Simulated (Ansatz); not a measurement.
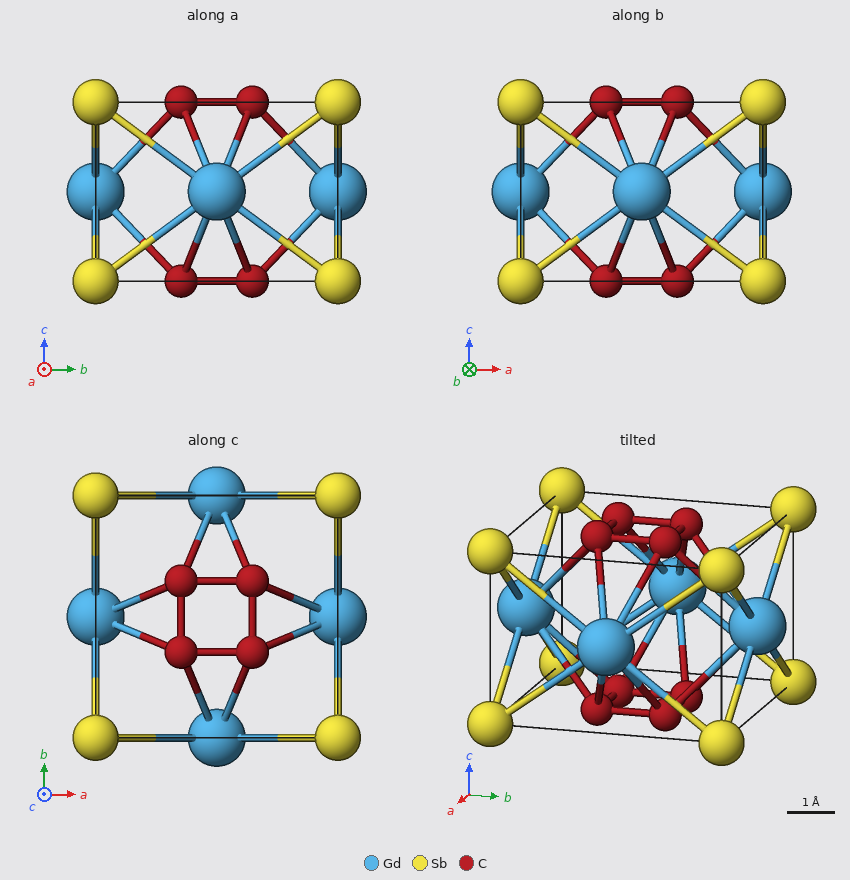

Figure: ball-and-stick view along the a axis, along the b axis, along the c axis and slightly off an axis. One conventional unit cell is framed, with atoms on its boundary repeated.

Lattice parameters: a = 5.1611 Å, b = 5.1611 Å, c = 3.8135 Å, α = 90.000°, β = 90.000°, γ = 90.000°.

Write down what is shown as a CIF with its space group and independent sites, with free fractional coordinates to two decimals.

Answer.
```cif
data_structure
_symmetry_space_group_name_H-M 'P 4/m m m'
_symmetry_Int_Tables_number 123
_cell_length_a 5.1611
_cell_length_b 5.1611
_cell_length_c 3.8135
_cell_angle_alpha 90.000
_cell_angle_beta 90.000
_cell_angle_gamma 90.000
_cell_volume 101.58
loop_
_atom_site_label
_atom_site_type_symbol
_atom_site_symmetry_multiplicity
_atom_site_Wyckoff_symbol
_atom_site_fract_x
_atom_site_fract_y
_atom_site_fract_z
_atom_site_occupancy
Gd1 Gd 2 e 0.50 0.00 0.50 1
Sb1 Sb 1 a 0.00 0.00 0.00 1
C1 C 4 j 0.35 0.65 0.00 1
```

Its origin is a structure type filled with these elements by a generator (whether the compound takes this form wasn't checked). The final geometry of a relaxation with DFT PBE, scalar-relativistic, plane waves, PAW (Ansatz) is shown.
